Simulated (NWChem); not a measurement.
# [BH2F2]− (SMILES F[BH2-]F): MP2/pc-0

Aim: the energy change on altering one bond length of [BH2F2]− at MP2/pc-0, from 2 runs. 

The results are computed with NWChem 7.3.0.

4 further runs of the same task are left out: 4 set aside as unsound or not needed.

## 1. Starting point

[BH2F2]−: 5 atoms, total charge -1, spin state singlet. As SMILES, `F[BH2-]F`. The coordinates come from a GFN2-xTB relaxation.

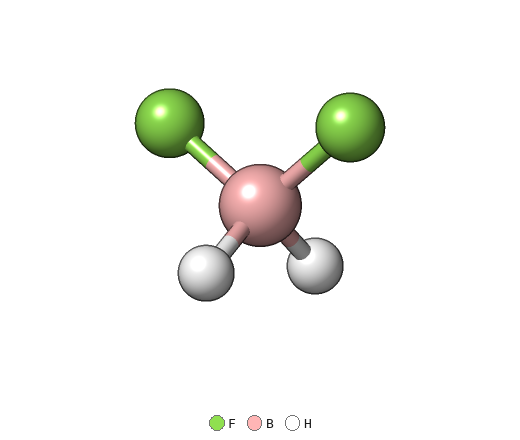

Viewed from a chosen angle; fluorine green, boron pink, hydrogen white.

## 2. Energy and gradient at MP2/pc-0

bf2h2.xyz

```xyz
5

F     -1.176970     0.624500     0.383180
B      0.033530     0.014270    -0.056090
F      0.407580    -0.947330     0.926670
H     -0.171950    -0.560090    -1.118950
H      0.907810     0.868650    -0.134810
```

run.py

```python
from ase.io import read
from ase.calculators.nwchem import NWChem

atoms = read('bf2h2.xyz')

calc = NWChem(
    label='bf2h2',
    theory='mp2',
    memory='2200 mb',
    basis='pc-0',
    basispar='spherical',
    charge=-1,
    scf={'nopen': '0', 'rhf': None, 'thresh': '1e-08', 'maxiter': '60'},
    mp2={'freeze': 'core 3'},
)
atoms.calc = calc

forces = atoms.get_forces()
print(f"energy = {atoms.get_potential_energy():.6f} eV")
print("forces (eV/A):")
for s, f in zip(atoms.symbols, forces):
    print(f"{s:2s} {f[0]:10.5f} {f[1]:10.5f} {f[2]:10.5f}")
```

Command:

```console
export ASE_NWCHEM_COMMAND="nwchem PREFIX.nwi > PREFIX.nwo"
python run.py
```

Standard output:

```text
energy = -6105.866837 eV
forces (eV/A):
F    -0.50486    0.29115    0.14516
B    -0.33476   -0.14748    0.53314
F     0.20430   -0.41261    0.38865
H     0.17823   -0.05122   -0.66376
H     0.45709    0.32015   -0.40315
```

The calculator wrote bf2h2.nwi:

```
title "bf2h2"

permanent_dir bf2h2

scratch_dir bf2h2

start bf2h2

geometry units angstrom nocenter noautosym noautoz
  F  -1.1769700000000001e+00 6.2450000000000006e-01 3.8318000000000002e-01
  B  3.3529999999999997e-02 1.4270000000000000e-02 -5.6090000000000001e-02
  F  4.0758000000000000e-01 -9.4733000000000001e-01 9.2666999999999999e-01
  H  -1.7194999999999999e-01 -5.6008999999999998e-01 -1.1189499999999999e+00
  H  9.0781000000000001e-01 8.6865000000000003e-01 -1.3481000000000001e-01
end

charge -1

memory 2200 mb

basis spherical noprint
   * library pc-0
end

scf
  nopen 0
  rhf
  thresh 1e-08
  maxiter 60
end
mp2
  freeze core 3
end

task mp2 gradient
```

bf2h2.nwo, shortened:

```text
[...]
 **** WARNING Zero Coefficient **** on atom "               F"
[... 6 lines left out ...]
 input line that generated warning:
[... 44 lines left out ...]
[...]
 input line that generated warning:
[... 66 lines left out ...]
 **** WARNING Zero Coefficient **** on atom "               F"
[... 6 lines left out ...]
 input line that generated warning:
[... 7 lines left out ...]
 **** WARNING Zero Coefficient **** on atom "               B"
[... 28 lines left out ...]
[...]
                         mp2 ENERGY GRADIENTS
    atom               coordinates                        gradient
                 x          y          z           x          y          z
   1 F      -2.224151   1.180134   0.724105    0.009818  -0.005662  -0.002823
   2 B       0.063363   0.026966  -0.105995    0.006510   0.002868  -0.010368
   3 F       0.770215  -1.790194   1.751152   -0.003973   0.008024  -0.007558
   4 H      -0.324938  -1.058417  -2.114509   -0.003466   0.000996   0.012908
   5 H       1.715512   1.641510  -0.254754   -0.008889  -0.006226   0.007840
[...]
```

Run time: 2.6 s. Hardware: 1 thread of Intel Xeon at 2.60GHz (Ice Lake), shared host; peak memory 0.1 GiB.

## 3. The distorted shape at the same level

bf2h2.nw

```
start bf2h2
title "BF2H2 gradient"
memory 2200 mb
charge -1
geometry units angstrom noautosym nocenter noautoz
  F       -1.479595       0.777058       0.492998
  B        0.033530       0.014270      -0.056090
  F        0.407580      -0.947330       0.926670
  H       -0.171950      -0.560090      -1.118950
  H        0.907810       0.868650      -0.134810
end
basis spherical
  * library pc-0
end
scf
  thresh 1e-08
  maxiter 60
end
mp2
  freeze core 3
end
task mp2 gradient
```

Command:

```console
nwchem bf2h2.nw > bf2h2.out
```

Standard output:

```text
[...]
 **** WARNING Zero Coefficient **** on atom "               F"
 angular momentum value: 0  standard basis set name: "pc-0"
 input line that generated warning:
   107:       0.103510E+04           0.193510E-01           0.000000E+00
[...]
  functions       =    31
[...]
  wavefunction    = RHF
[...]
         Total SCF energy =   -224.092884547541
      One-electron energy =   -437.834941099990
      Two-electron energy =    154.289083415117
 Nuclear repulsion energy =     59.452973137331
        Time for solution =      0.3s
[...]
          Total MP2 energy          -224.344737060242
[...]
 **** WARNING Zero Coefficient **** on atom "               B"
 angular momentum value: 0  standard basis set name: "pc-0"
 input line that generated warning:
    51:       0.303730E+03           0.201210E-01           0.000000E+00
 **** WARNING Zero Coefficient **** on atom "               B"
 angular momentum value: 0  standard basis set name: "pc-0"
 input line that generated warning:
    54:       0.263480E+01           0.000000E+00           0.593630E+00
[...]
                         mp2 ENERGY GRADIENTS
    atom               coordinates                        gradient
                 x          y          z           x          y          z
   1 F      -2.796029   1.468427   0.931631   -0.082150   0.042411   0.028215
   2 B       0.063363   0.026966  -0.105995    0.065269  -0.023482  -0.036467
   3 F       0.770215  -1.790194   1.751152    0.009492  -0.006782  -0.000848
   4 H      -0.324938  -1.058417  -2.114509    0.004455  -0.005084   0.005270
   5 H       1.715512   1.641510  -0.254754    0.002934  -0.007065   0.003829
[...]
```

Wall time 1.6 s (1 thread of Intel Xeon at 2.60GHz (Ice Lake), shared host); peak memory 0.1 GiB.

## 4. What came out

At MP2/pc-0, 3 core orbitals frozen:

| quantity | value |
| --- | --- |
| first shape: total energy | -224.38647 Eh |
| first shape: HOMO energy (Hartree–Fock orbitals) | -4.91 eV |
| first shape: LUMO energy (Hartree–Fock orbitals) | 13.99 eV |
| first shape: HOMO–LUMO gap (to an unbound level, set by the basis) | 18.91 eV |
| first shape: correlation energy (3 core orbitals frozen) | -250.4 mEh |
| first shape: largest force on an atom | 0.689 eV/Å |
| distorted shape: total energy | -224.34474 Eh |
| distorted shape: HOMO energy (Hartree–Fock orbitals) | -5.74 eV |
| distorted shape: LUMO energy (Hartree–Fock orbitals) | 13.35 eV |
| distorted shape: HOMO–LUMO gap (to an unbound level, set by the basis) | 19.09 eV |
| distorted shape: correlation energy (3 core orbitals frozen) | -251.9 mEh |
| distorted shape: largest force on an atom | 4.971 eV/Å |
| energy change with the F1–B2 bond stretched from 1.425 to 1.781 Å | 1.136 eV |

**Reading.** With the F1–B2 bond stretched from 1.425 to 1.781 Å the energy rises by 1.14 eV (26 kcal/mol). The first shape isn't relaxed at this level, so the change isn't measured from a minimum. The largest force (first shape) is 0.69 eV/Å: the shape isn't a stationary point for this species at this level. Mulliken charges (first shape) run from -0.45 on F1 to +0.41 on B2. Mulliken charges (distorted shape) run from -0.54 on F1 to +0.35 on B2.
